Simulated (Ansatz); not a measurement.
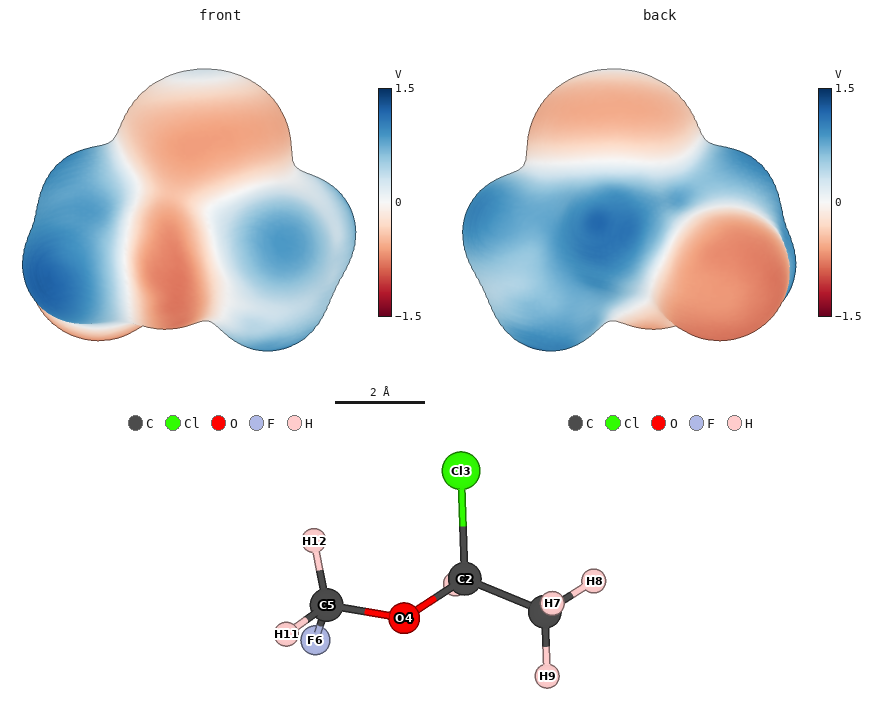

C$_{3}$H$_{6}$ClFO (SMILES CC(Cl)OCF). The electrostatic potential painted on the density surface at 0.002 e/bohr³, seen from the front and from behind; red is negative and blue positive. The bare structure is drawn below in the same view.

Geometry: PBE0-D4/def2-TZVP.

All numbers below come from RKS PBE0-D4/def2-TZVPP in Ansatz 0.2.0.

```xyz
12

C    -1.5534   -0.4266   -0.7747
C    -0.3529   -0.4008    0.1234
Cl   -0.8857   -0.4036    1.8616
O     0.3886    0.7388   -0.1582
C     1.6405    0.7952    0.4149
F     2.4726   -0.1456   -0.1481
H    -2.1506    0.4733   -0.6249
H    -2.1657   -1.3021   -0.5630
H    -1.2195   -0.4628   -1.8139
H     0.2595   -1.2989    0.0323
H     2.0429    1.7839    0.1947
H     1.6005    0.5943    1.4899
```

Which sites attract a positive test charge, and which a negative one?

Answer. A positive charge is drawn to the negative regions and a negative charge to the positive ones. The most negative region (about −0.8 V) lies over O4 and F6, the most positive (about +1.2 V) over H10 and H11. Cl3 shows a σ-hole: about +0.2 V at the tip opposite its bond, against about −0.3 V on its flanks.
